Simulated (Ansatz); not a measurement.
GeH4O···H2O

The calculation's input:

```
crystal:
  periodic: [false, false, false]
  atoms:
    - { symbol: Ge, position_ang: [-0.108355, 0.129452, -0.000248] }
    - { symbol: H, position_ang: [0.124328, 0.105396, 1.525138] }
    - { symbol: H, position_ang: [1.20714, 0.150692, -0.766606] }
    - { symbol: H, position_ang: [-1.003072, 1.316851, -0.388717] }
    - { symbol: O, position_ang: [-0.996502, -1.365214, -0.399149] }
    - { symbol: H, position_ang: [-1.862099, -1.267389, -0.762126] }
    - { symbol: O, position_ang: [1.224334, -2.191019, 1.299423] }
    - { symbol: H, position_ang: [0.511912, -2.651004, 0.879277] }
    - { symbol: H, position_ang: [0.807213, -1.591465, 1.934108] }
basis:
  gaussian: { orbitals: def2-SVPD }
hamiltonian:
  xc: hf
relax:
  f_tol: 0.03
  max_steps: 50
output:
  orbitals: {}
```

Launched as:

```sh
ansatz run input.yaml --threads 2 --pin off --max-ram 3072MiB --backend cpu --events-out ev --progress --plain --runs-dir out
```

The fields are those of the run's last geometry, not of the input's.

Method: Ansatz, RHF/def2-SVPD.

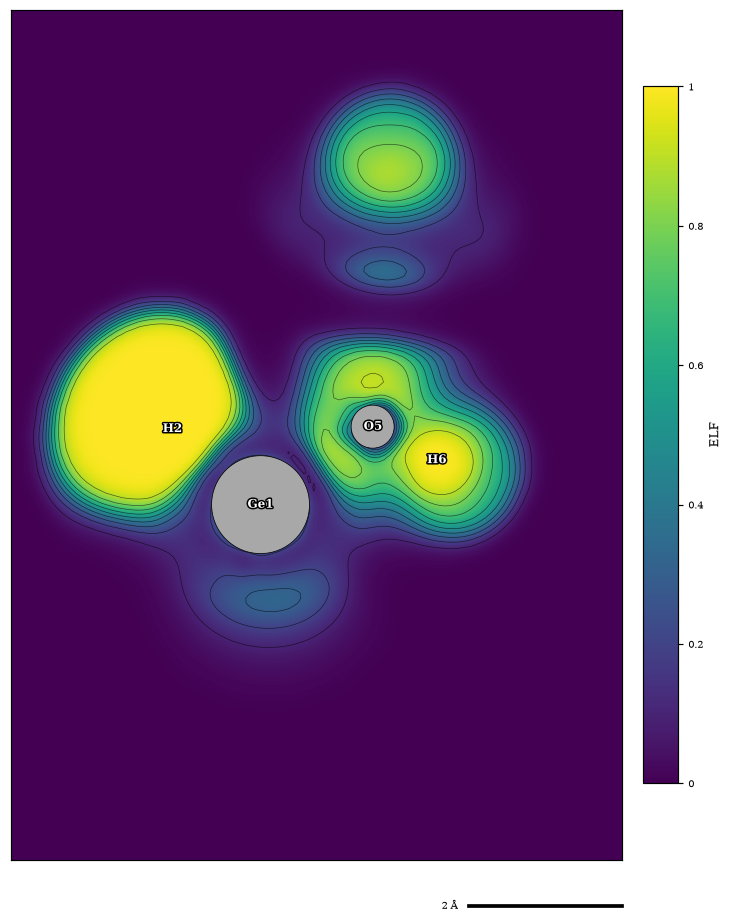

Figure 1. Electron localisation function on the plane of atoms Ge1, O5 and H6. Grey discs cover the atomic cores.

What do the fields say about this system?

Answer. The plane passes through Ge, H and O nuclei. Ge–O (1.79 Å): the ELF peaks at about 0.85 in the valence shell of O, 0.6 Å from its nucleus, and is about 0.35 at the midpoint. O–H (0.94 Å): the ELF climbs to about 1 towards the hydrogen, as it does in any bond to H; a covalent bond by its length. Ge–H (1.53 Å): the ELF climbs to about 1 towards the hydrogen.

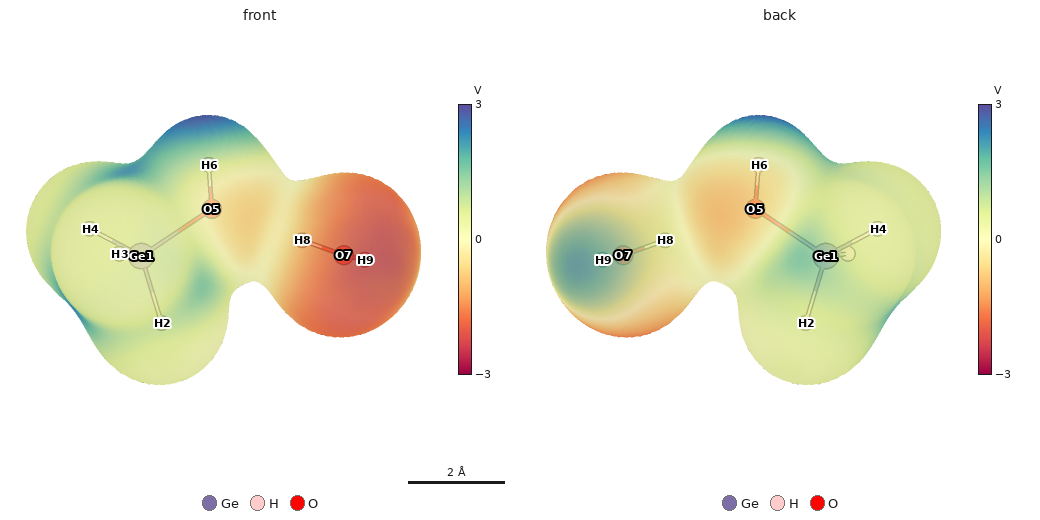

Figure 2. The electrostatic potential painted on the density surface at 0.002 e/bohr³, seen from the front and from behind; red is negative and blue positive.

Which sites attract a positive test charge, and which a negative one?

Answer. A positive charge is drawn to the negative regions and a negative charge to the positive ones. The most negative region (about −2.2 V) lies over O7, the most positive (about +2.8 V) over H6. O7 is the likeliest acceptor of a hydrogen bond.

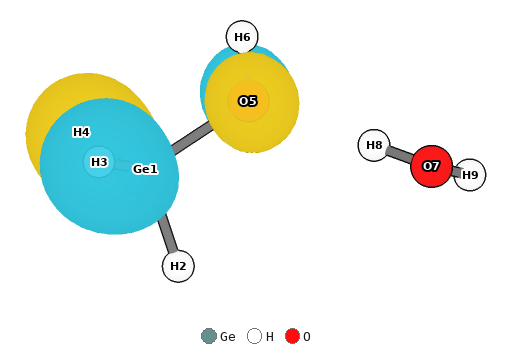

Figure 3. The HOMO at ±0.15 Å⁻³ᐟ² (yellow and cyan are the two phases), seen across its widest extent.

What is the character of this orbital?

Answer. Its weight (Hirshfeld) is mainly on Ge1 (about 30 %), O5 (about 25 %), H3 (about 20 %) and H4 (about 20 %). Its energy is −12.63 eV.

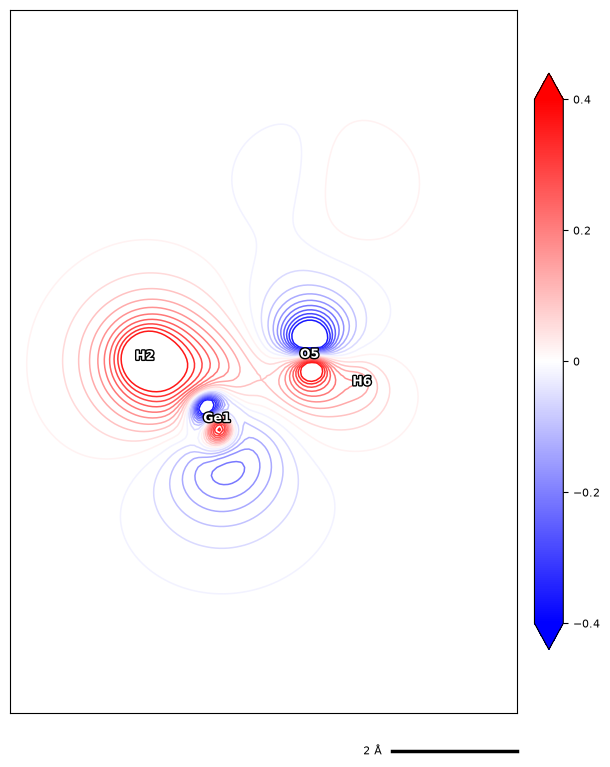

Figure 4. The HOMO−1 on the plane of atoms Ge1, O5 and H6 (values in Å⁻³ᐟ²; the overall sign is arbitrary).

Where does this orbital lie, and at what energy?

Answer. Its weight (Hirshfeld) is mainly on Ge1 (about 30 %), H2 (about 20 %), O7 (about 20 %), O5 (about 10 %), H4 (about 10 %) and H3 (about 5 %). Its energy is −13.10 eV.
